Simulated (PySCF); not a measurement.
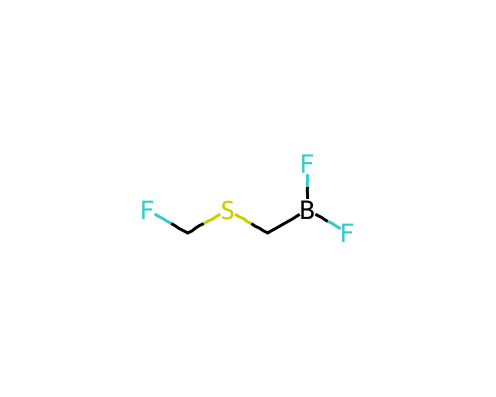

Skeletal drawing of a molecule.

**Give its SMILES.**

FCSCB(F)F

**What is the molecular formula?**

C2H4BF3S.

**An optimisation with PBE0-D3(BJ)/def2-SVP gave a structure of which point group?**

C1. Other conformers may differ.

More results for the same structure follow; atom numbers are the same in all pictures, views and colours differ. The geometry was computed by an optimisation with PBE0-D3(BJ)/def2-SVP. No frequency run is at hand to confirm it as a minimum.

### Geometry

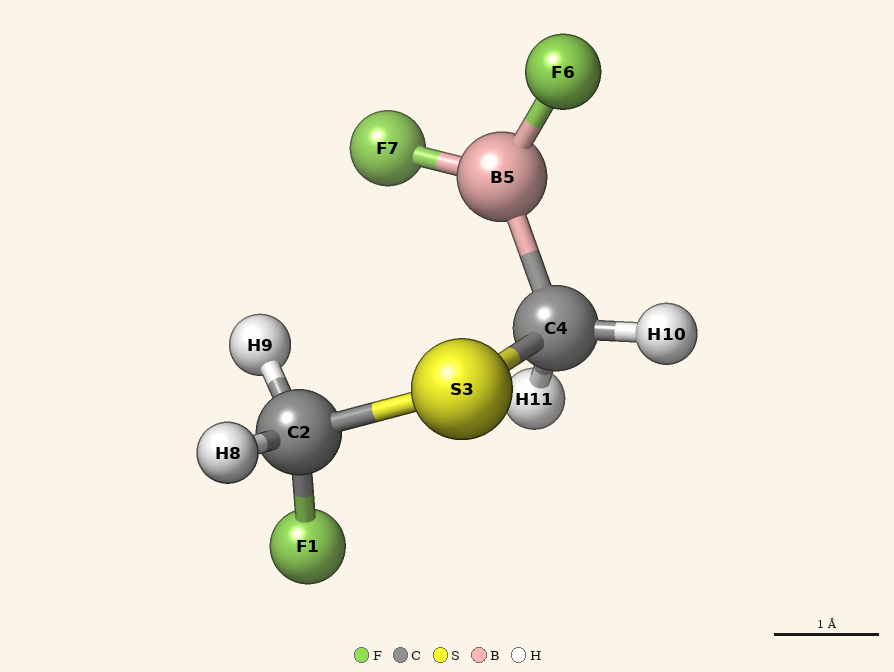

The atoms are numbered. No frequency run is at hand to confirm it as a minimum.

Give these bond angles: F1–C2–S3, F1–C2–H8, F1–C2–H9, S3–C2–H8, S3–C2–H9, C2–S3–C4, S3–C4–B5, S3–C4–H10, S3–C4–H11, B5–C4–H10, B5–C4–H11, C4–B5–F6, C4–B5–F7, F6–B5–F7.

```
    angle  degrees
 F1–C2–S3    112.4
 F1–C2–H8    109.8
 F1–C2–H9    108.7
 S3–C2–H8    105.6
 S3–C2–H9    110.6
 C2–S3–C4     99.6
 S3–C4–B5    102.2
S3–C4–H10    106.1
S3–C4–H11    108.7
B5–C4–H10    113.2
B5–C4–H11    116.5
 C4–B5–F6    121.9
 C4–B5–F7    121.4
 F6–B5–F7    116.6
```

### Charges

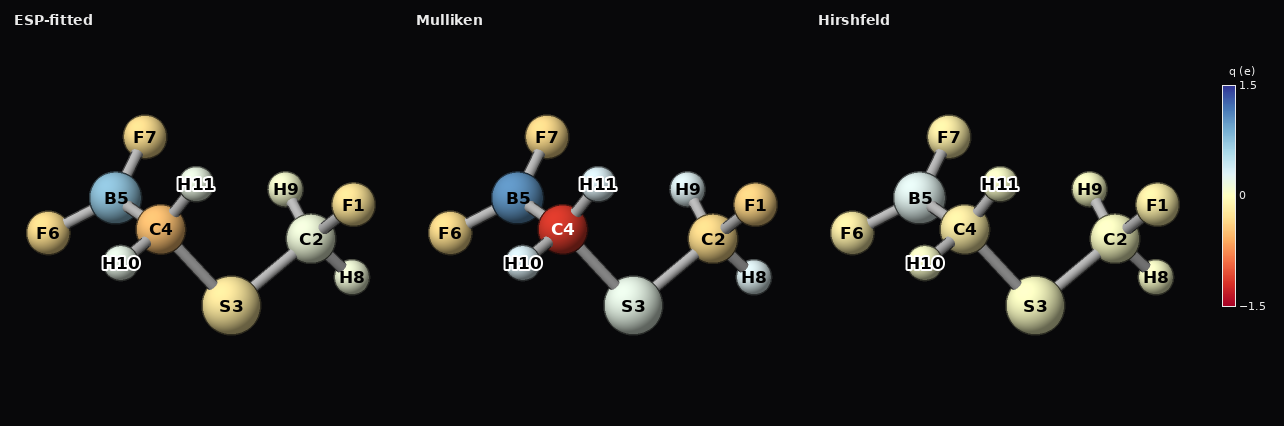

Atomic charges of one calculation by 3 schemes, on one colour scale. No frequency run is at hand to confirm it as a minimum. Method: PBE0/pcSseg-0 (PySCF 2.14.0).

**Which scheme gives the most polar picture (largest mean size of the charges)?**

The Mulliken charges are the largest in size here, and the Hirshfeld charges the smallest.

**On which atom do the schemes disagree most?**

On C4 (from −1.15 to −0.14 e).

List the charges (e), one line for each set of equivalent atoms.

```json
{"atom": "F1", "ESP-fitted": "−0.24", "Mulliken": "−0.36", "Hirshfeld": "−0.12"}
{"atom": "C2", "ESP-fitted": "0.15", "Mulliken": "−0.31", "Hirshfeld": "0.03"}
{"atom": "S3", "ESP-fitted": "−0.20", "Mulliken": "0.22", "Hirshfeld": "0.03"}
{"atom": "C4", "ESP-fitted": "−0.48", "Mulliken": "−1.15", "Hirshfeld": "−0.14"}
{"atom": "B5", "ESP-fitted": "0.73", "Mulliken": "1.02", "Hirshfeld": "0.27"}
{"atom": "F6", "ESP-fitted": "−0.30", "Mulliken": "−0.30", "Hirshfeld": "−0.13"}
{"atom": "F7", "ESP-fitted": "−0.29", "Mulliken": "−0.32", "Hirshfeld": "−0.13"}
{"atom": "H8", "ESP-fitted": "0.13", "Mulliken": "0.29", "Hirshfeld": "0.05"}
{"atom": "H9", "ESP-fitted": "0.08", "Mulliken": "0.28", "Hirshfeld": "0.04"}
{"atom": "H10", "ESP-fitted": "0.21", "Mulliken": "0.32", "Hirshfeld": "0.06"}
{"atom": "H11", "ESP-fitted": "0.19", "Mulliken": "0.31", "Hirshfeld": "0.05"}
```

### Levels of theory compared

No frequency run is at hand to confirm it as a minimum. Program: PySCF 2.14.0.

At this fixed geometry, give HOMO–LUMO gap (eV), HOMO energy (eV) at these levels: BP86/pcSseg-1; LDA/pcSseg-1; PBE0/6-31G; PBE0/aug-cc-pVDZ; PBE0/cc-pVDZ; PBE0/cc-pVTZ; PBE0/def2-SVP; PBE0/pcSseg-0.

```tsv
level	HOMO–LUMO gap (eV)	HOMO energy (eV)
BP86/pcSseg-1	4.74	−6.21
LDA/pcSseg-1	4.57	−6.25
PBE0/6-31G	7.02	−7.41
PBE0/aug-cc-pVDZ	6.73	−7.32
PBE0/cc-pVDZ	7.01	−7.15
PBE0/cc-pVTZ	6.92	−7.27
PBE0/def2-SVP	7.06	−7.22
PBE0/pcSseg-0	7.17	−7.64
```

### Dipole moment

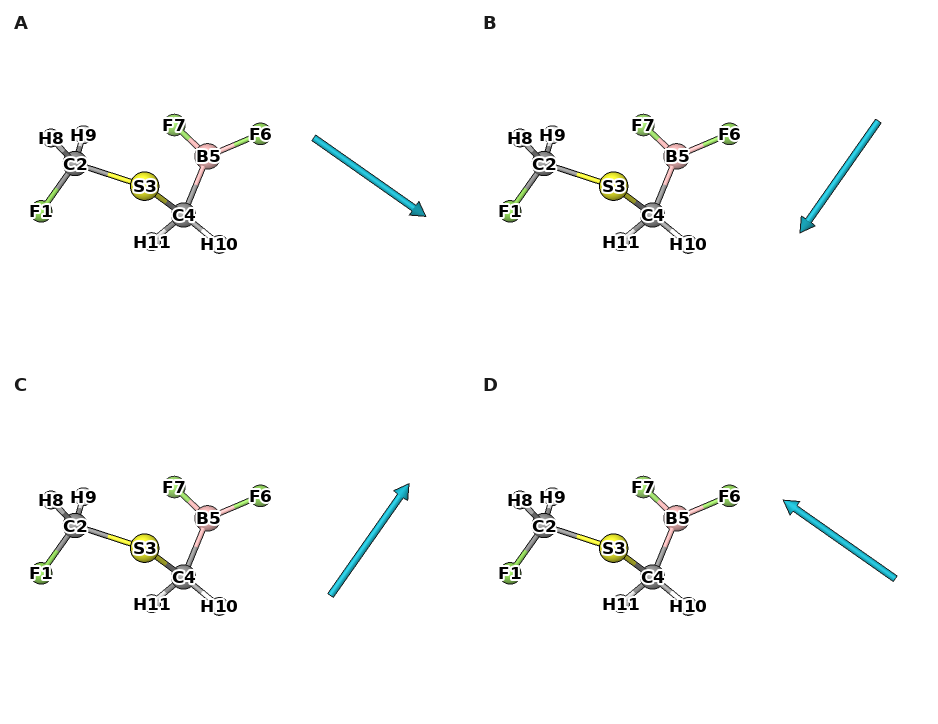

The same molecule four times, each with an arrow. No frequency run is at hand to confirm it as a minimum. Properties computed with LDA/pcSseg-1, gas phase (PySCF 2.14.0).

**Which arrow points along the dipole moment, from the negative to the positive end?**

B. The dipole moment is 0.29 D; it points from the side of F6 to the side of F1 (the outermost atoms at the two ends).

Mulliken values depend strongly on the basis set and can even reverse the polarity of a bond.
